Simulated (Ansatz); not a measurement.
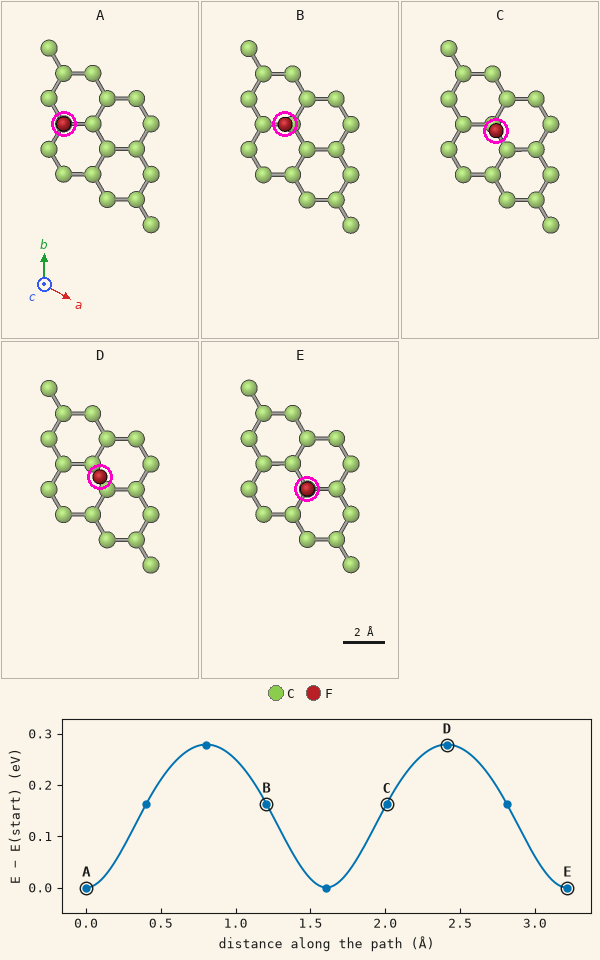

A nudged-elastic-band calculation for F on graphene monolayer (19 atoms in the cell). Images are numbered from 0 (start) to 8 (end). Frames A to E are images 0, 3, 5, 6, 8. The picture is a ball-and-stick view of the simulation cell, with the vacuum cut short (origin moved), seen along the c axis. The moving atom is ringed, with any periodic copies. Bonds to atoms that aren't drawn are left out.

Method: DFT PBE, scalar-relativistic, plane waves, PAW (Ansatz 0.2.0). Settings: plane-wave cutoff 420 eV; k-point mesh 2 × 2 × 1; Gaussian smearing 0.05 eV; spin collinear; 7 movable images; climbing image; force threshold 0.03 eV/Å; iteration limit 38; spring constant 10.0 eV/Å²; starting path by image-dependent pair potential.

Read off the barrier and say what moves.

Answer. The adsorbate starts on a hollow site and hops by a lattice vector of the surface; other mechanisms, such as exchange with a surface atom, weren't searched. The path has more than one stage, and so few images may leave a stage unresolved. The F atom travels furthest, 2.47 Å from end to end, on a path that bends up to 0.68 Å away from the straight line. At the highest image its nearest neighbour (C) is 2.17 Å away, against 1.57 Å at the start, and the surrounding atoms stand up to 0.18 Å off the mean of their end positions. Breaking: C–F (1.57 → 3.15 Å). Forming: C–F (3.15 → 1.57 Å). The barrier is about 0.279 eV in both directions, with image 6 at the top; the ends have the same energy. The profile has 2 maxima (images 2, 6) with a dip at image 4 (0.000 eV), so the process runs in steps. The band converged in 11 iterations. The climbing image converged on the top of the path. A check of its curvatures didn't confirm a first-order saddle.

Limits of the set-up: the k-point mesh is coarse for a cell with partly filled bands; the periodic images lie only 7.4 Å apart, so the values are limited by the cell's size.
